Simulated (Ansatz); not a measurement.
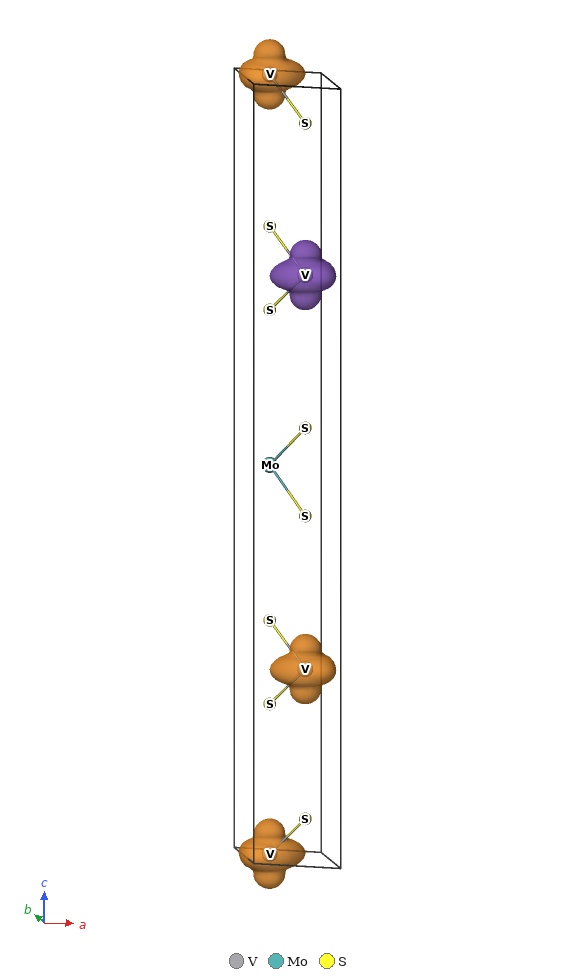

V3MoS8. Isosurfaces of the spin density (up minus down) at +0.04 (orange) and −0.04 e/Å³ (purple), seen slightly off an axis. Sticks mark near contacts.

Space group P3m1; a structure generated by program, which may or may not match a known phase; spin-polarised.

Computed with Ansatz 0.2.0, DFT PBE, scalar-relativistic, plane waves, PAW.

In a PAW calculation such maps are meaningful between the atoms, not at the nuclei.

**Where is the spin, and how is it ordered?**

The spin density sits on V: +0.7 μB (×2) and −0.7 μB in one cell of 12 atoms: ferrimagnetic (opposed moments on unlike sites) in this solution. The cell of the calculation (12 atoms) carries 0.8 μB of net spin moment.
